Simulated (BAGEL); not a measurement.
# SiHCl2F (SMILES F[SiH](Cl)Cl): a chain of runs

Wanted: a series of 15 runs (PBE0/cc-pVDZ, RI-MP2/cc-pVDZ) of Cl2FHSi. 

The results are computed with BAGEL 1.2.2.

2 further runs of the same task are left out: 2 set aside as unsound or not needed.

## 1. The structure to begin with

SiHCl2F has 5 atoms, charge 0, and is taken as a singlet. As SMILES, `F[SiH](Cl)Cl`. One bond was lengthened or shortened from a relaxed shape.

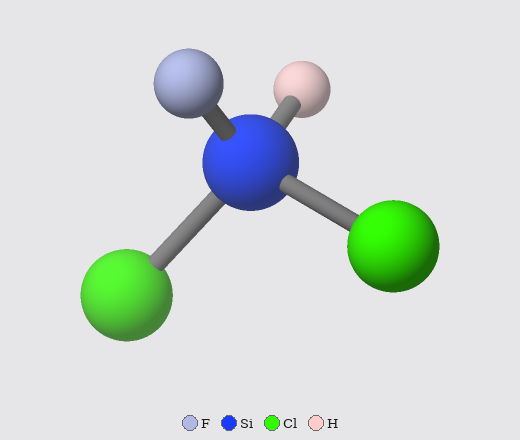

The structure, seen from a chosen angle (fluorine light blue, silicon blue, chlorine green, hydrogen pink).

## 2. A single-point energy at PBE0/cc-pVDZ (density fitting with svp-jkfit) (run 1)

input.json

```json
{ "bagel": [

{
  "title": "molecule",
  "basis": "cc-pvdz.json",
  "df_basis": "svp-jkfit",
  "angstrom": true,
  "geometry": [
    { "atom": "F", "xyz": [    0.047528,   -0.587571,    1.250021 ] },
    { "atom": "Si", "xyz": [    0.115700,   -0.048400,    0.020800 ] },
    { "atom": "Cl", "xyz": [   -0.511900,    1.872300,    0.131500 ] },
    { "atom": "Cl", "xyz": [   -1.092800,   -1.108700,   -1.208300 ] },
    { "atom": "H", "xyz": [    1.503300,   -0.106100,   -0.452400 ] }
  ]
},
{ "title": "ks", "xc_func": "pbe0" },
{ "title": "print", "file": "orbitals.molden", "orbitals": true }

]}
```

The basis set cc-pVDZ is read from a file made from the Basis Set Exchange's data (not shown).

Started as:

```bash
$ BAGEL_NUM_THREADS=1 BAGEL input.json > input.out
```

Log:

```text
* using 1 threads per process

  ===============================================================
  ===============================================================

  *** Geometry ***

  { "atom" : "F", "xyz" : [      0.089815,     -1.110348,      2.362197 ] },
  { "atom" : "Si", "xyz" : [      0.218641,     -0.091463,      0.039306 ] },
  { "atom" : "Cl", "xyz" : [     -0.967351,      3.538134,      0.248499 ] },
  { "atom" : "Cl", "xyz" : [     -2.065093,     -2.095139,     -2.283356 ] },
  { "atom" : "H", "xyz" : [      2.840825,     -0.200500,     -0.854912 ] },

  Number of auxiliary basis functions:      479

  Since a DF basis is specified, we compute 2- and 3-index integrals:
    o Being stored without compression. Storage requirement is 0.020 GB

  Number of basis functions:       73
  Number of electrons      :       58

    * METHOD: MOLECULE                             0.22

  *** Kohn-Sham DFT ***

    * Removing 9012 points whose weight is below 1.00e-10
    * Grid points: 65518

  === Nuclear Repulsion ===
   292.1979120519

       - DIIS with orbital gradients will be used.

  === KS iteration (pbe0 / cc-pvdz.json) ===
      0      -1287.52503805          0.13502611           0.31
      1      -1278.66797004          0.15968829           0.28
      2      -1236.70724880          0.29025685           0.29
[... 12 lines of this table left out ...]
     15      -1309.89146667          0.00000001           0.29
    * SCF iteration converged.

    * Permanent dipole moment:
           (   -0.379124,     0.122993,    -0.109409) a.u.

    * METHOD: KS                                   4.90

    * METHOD: PRINT                                0.01

  ===============================================================
```

It took 5.4 s on 1 thread of Arm Neoverse V1, shared host; peak memory 0.28 GiB.

## 3. Bond 2-1 at 1.581 A: a single-point energy at RI-MP2/cc-pVDZ (density fitting with svp-jkfit) (run 2)

input.json

```json
{ "bagel" : [

{
  "title" : "molecule",
  "basis" : "cc-pvdz.json",
  "df_basis" : "svp-jkfit",
  "angstrom" : true,
  "geometry" : [
    { "atom" : "F", "xyz" : [    0.035502,   -0.682688,    1.466872 ] },
    { "atom" : "Si", "xyz" : [    0.115700,   -0.048400,    0.020800 ] },
    { "atom" : "Cl", "xyz" : [   -0.511900,    1.872300,    0.131500 ] },
    { "atom" : "Cl", "xyz" : [   -1.092800,   -1.108700,   -1.208300 ] },
    { "atom" : "H", "xyz" : [    1.503300,   -0.106100,   -0.452400 ] }
  ]
},
{ "title" : "hf" },
{ "title" : "mp2", "ncore" : 16 }

]}
```

The basis set cc-pVDZ is read from a file made from the Basis Set Exchange's data (not shown).

Started as:

```bash
$ BAGEL_NUM_THREADS=1 BAGEL input.json > input.out
```

Log:

```text
* using 1 threads per process

  ===============================================================
  ===============================================================

  *** Geometry ***

[... 29 lines left out ...]
    * SCF iteration converged.
[... 1 line left out ...]
    * Permanent dipole moment:
[... 2 lines left out ...]
    * METHOD: HF                                   1.19

  *** RHF ***

  === Nuclear Repulsion ===
   281.0997630094

      * DIIS with orbital gradients will be used.

  === RHF iteration (cc-pvdz.json) ===
      0      -1308.12234609          0.00000000           0.08
    * SCF iteration converged.

    * Permanent dipole moment:
           (   -0.436645,    -0.051147,     0.302969) a.u.

  === DF-MP2 calculation ===

    * freezing 16 orbitals
    * 3-index integral transformation done
    * assembly done

      MP2 correlation energy:   -0.5456614835      0.03

      MP2 total energy:       -1308.6680075701

    * METHOD: MP2                                  0.20

  ===============================================================
```

Run time: 1.8 s. Hardware: 1 thread of Arm Neoverse V1, shared host; peak memory 0.15 GiB.

Runs 3 to 7 aren't shown in full; the table further down has their settings and results.

## 4. Bond 2-1 at 2.530 A: a single-point energy at RI-MP2/cc-pVDZ (density fitting with svp-jkfit) (run 8)

input.json

```json
{ "bagel": [

{
  "title": "molecule",
  "basis": "cc-pvdz.json",
  "df_basis": "svp-jkfit",
  "angstrom": "true",
  "geometry": [
    { "atom": "F", "xyz": [   -0.012620,   -1.063276,    2.334552 ] },
    { "atom": "Si", "xyz": [    0.115700,   -0.048400,    0.020800 ] },
    { "atom": "Cl", "xyz": [   -0.511900,    1.872300,    0.131500 ] },
    { "atom": "Cl", "xyz": [   -1.092800,   -1.108700,   -1.208300 ] },
    { "atom": "H", "xyz": [    1.503300,   -0.106100,   -0.452400 ] }
  ]
},
{
  "title": "hf"
},
{
  "title": "mp2",
  "ncore": 16
}

]}
```

The basis set cc-pVDZ is read from a file made from the Basis Set Exchange's data (not shown).

Started as:

```bash
$ BAGEL_NUM_THREADS=1 BAGEL input.json > input.out
```

Log:

```text
* using 1 threads per process

  ===============================================================
  ===============================================================

  *** Geometry ***

[... 29 lines left out ...]
    * SCF iteration converged.
[... 1 line left out ...]
    * Permanent dipole moment:
[... 2 lines left out ...]
    * METHOD: HF                                   1.60

  *** RHF ***

  === Nuclear Repulsion ===
   253.3390352286

      * DIIS with orbital gradients will be used.

  === RHF iteration (cc-pvdz.json) ===
      0      -1307.95934990          0.00000000           0.09
    * SCF iteration converged.

    * Permanent dipole moment:
           (   -0.412110,    -0.822979,     2.009666) a.u.

  === DF-MP2 calculation ===

    * freezing 16 orbitals
    * 3-index integral transformation done
    * assembly done

      MP2 correlation energy:   -0.5655727325      0.03

      MP2 total energy:       -1308.5249226357

    * METHOD: MP2                                  0.22

  ===============================================================
```

It took 2.2 s on 1 thread of Arm Neoverse V1, shared host; peak memory 0.15 GiB.

Runs 9 to 14 aren't shown in full; the table further down has their settings and results.

## 5. Bond 2-1 at 4.427 A: a single-point energy at PBE0/cc-pVDZ (density fitting with svp-jkfit) (run 15)

input.json

```json
{ "bagel": [

{
  "title": "molecule",
  "basis": "cc-pvdz.json",
  "df_basis": "svp-jkfit",
  "angstrom": true,
  "geometry": [
    { "atom": "F", "xyz": [      -0.108862,      -1.824454,       4.069912 ] },
    { "atom": "Si", "xyz": [       0.115700,      -0.048400,       0.020800 ] },
    { "atom": "Cl", "xyz": [      -0.511900,       1.872300,       0.131500 ] },
    { "atom": "Cl", "xyz": [      -1.092800,      -1.108700,      -1.208300 ] },
    { "atom": "H", "xyz": [       1.503300,      -0.106100,      -0.452400 ] }
  ]
},

{
  "title": "ks",
  "xc_func": "pbe0"
},

{
  "title": "print",
  "file": "orbitals.molden",
  "orbitals": true
}

]}
```

The basis set cc-pVDZ is read from a file made from the Basis Set Exchange's data (not shown).

Started as:

```bash
$ BAGEL_NUM_THREADS=1 BAGEL input.json > input.out
```

Log:

```text
* using 1 threads per process

  ===============================================================
  ===============================================================

  *** Geometry ***

  { "atom" : "F", "xyz" : [     -0.205719,     -3.447718,      7.691019 ] },
  { "atom" : "Si", "xyz" : [      0.218641,     -0.091463,      0.039306 ] },
  { "atom" : "Cl", "xyz" : [     -0.967351,      3.538134,      0.248499 ] },
  { "atom" : "Cl", "xyz" : [     -2.065093,     -2.095139,     -2.283356 ] },
  { "atom" : "H", "xyz" : [      2.840825,     -0.200500,     -0.854912 ] },

  Number of auxiliary basis functions:      479

  Since a DF basis is specified, we compute 2- and 3-index integrals:
    o Being stored without compression. Storage requirement is 0.020 GB

  Number of basis functions:       73
  Number of electrons      :       58

    * METHOD: MOLECULE                             0.21

  *** Kohn-Sham DFT ***

    * Removing 7010 points whose weight is below 1.00e-10
    * Grid points: 67520

  === Nuclear Repulsion ===
   227.7190285277

       - DIIS with orbital gradients will be used.

  === KS iteration (pbe0 / cc-pvdz.json) ===
      0      -1265.07153252          0.08120334           0.30
      1      -1110.63536238          0.06143115           0.29
      2      -1268.53417014          0.09959543           0.28
[... 96 lines of this table left out ...]
     99      -1273.36983285          0.08740919           0.29
    * Max iteration reached in SCF.

    * Permanent dipole moment:
           (   -8.194234,    28.158508,   -63.419155) a.u.

    * METHOD: KS                                  28.87

    * METHOD: PRINT                                0.01

  ===============================================================
```

Run time: 29 s. Hardware: 1 thread of Arm Neoverse V1, shared host; peak memory 0.28 GiB.

No converged result was reached.

## 6. All runs side by side

```
run                                            level  frozen core orbitals              partner    energy (Eh)  wall time
  1    PBE0/cc-pVDZ (density fitting with svp-jkfit)                     –  bond 2-1 at 1.344 A   -1309.891467      5.4 s
  2  RI-MP2/cc-pVDZ (density fitting with svp-jkfit)                    16  bond 2-1 at 1.581 A   -1308.668008      1.8 s
  3    PBE0/cc-pVDZ (density fitting with svp-jkfit)                     –  bond 2-1 at 1.581 A   -1309.979284        6 s
  4  RI-MP2/cc-pVDZ (density fitting with svp-jkfit)                    16  bond 2-1 at 1.818 A   -1308.654690      1.9 s
  5    PBE0/cc-pVDZ (density fitting with svp-jkfit)                     –  bond 2-1 at 1.818 A   -1309.965077      6.3 s
  6  RI-MP2/cc-pVDZ (density fitting with svp-jkfit)                    16  bond 2-1 at 2.135 A   -1308.596560      1.9 s
  7    PBE0/cc-pVDZ (density fitting with svp-jkfit)                     –  bond 2-1 at 2.135 A   -1309.908337      6.6 s
  8  RI-MP2/cc-pVDZ (density fitting with svp-jkfit)                    16  bond 2-1 at 2.530 A   -1308.524923      2.2 s
  9    PBE0/cc-pVDZ (density fitting with svp-jkfit)                     –  bond 2-1 at 2.530 A   -1309.840152      6.9 s
 10  RI-MP2/cc-pVDZ (density fitting with svp-jkfit)                    16  bond 2-1 at 3.004 A   -1308.461672      2.2 s
 11    PBE0/cc-pVDZ (density fitting with svp-jkfit)                     –  bond 2-1 at 3.004 A   -1309.781676      6.9 s
 12  RI-MP2/cc-pVDZ (density fitting with svp-jkfit)                    16  bond 2-1 at 3.637 A   -1308.411323      2.4 s
 13    PBE0/cc-pVDZ (density fitting with svp-jkfit)                     –  bond 2-1 at 3.637 A  not converged       30 s
 14  RI-MP2/cc-pVDZ (density fitting with svp-jkfit)                    16  bond 2-1 at 4.427 A   -1308.392675      3.3 s
 15    PBE0/cc-pVDZ (density fitting with svp-jkfit)                     –  bond 2-1 at 4.427 A  not converged       29 s
```

## 7. Outcome

```
                                                                 quantity           value
                                bond 2-1 at 4.427 A, run 14: total energy  -1308.39267 Eh
bond 2-1 at 4.427 A, run 14: correlation energy (16 core orbitals frozen)      -616.2 mEh
```

In words: In runs 10, 11, 12, 14 a closed-shell determinant meets a far-stretched bond, which it describes badly. All runs together took 1.9 min, the longest 30 s. 2 of the 15 runs did not end normally.
